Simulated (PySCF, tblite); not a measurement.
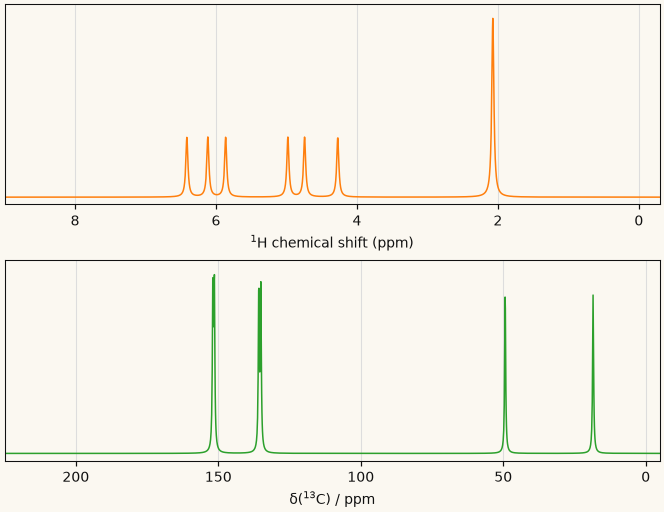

GIAO shifts, PBE0/pcSseg-1 in PySCF 2.14.0, at a GFN2-xTB geometry (a minimum by its frequencies), against TMS for ¹H and TMS for ¹³C computed at the same level. Gas phase, fully decoupled, line heights follow the number of nuclei, widths are arbitrary (no quadrupolar broadening); values of one conformer, averaged over methyl-type rotors and exact or near symmetry.

Question: Which molecule was computed?
A. C₆H₉ClSi, SMILES C=C1[SiH2][C@@H](Cl)/C1=C/C
B. C₅H₉B₂P, SMILES CB1C=CB(P)C=C1
C. C₆H₇BOS, SMILES Bc1c(C)sccc1=O
D. C₆H₅ClOSi, SMILES ClC1=C2C=CC=C2O[SiH2]1

Answer: A. Its ¹H signals: 6.41 (1 H), 6.12 (1 H), 5.86 (1 H), 4.98 (1 H), 4.74 (1 H), 4.27 (1 H), 2.07 (3 H) ppm. Its ¹³C signals: 151.9 (1 C), 151.4 (1 C), 135.8 (1 C), 135.1 (1 C), 49.3 (1 C), 18.5 (1 C) ppm.

Known limits of this run: the tight-binding geometry is rougher than a DFT one and adds to the error.
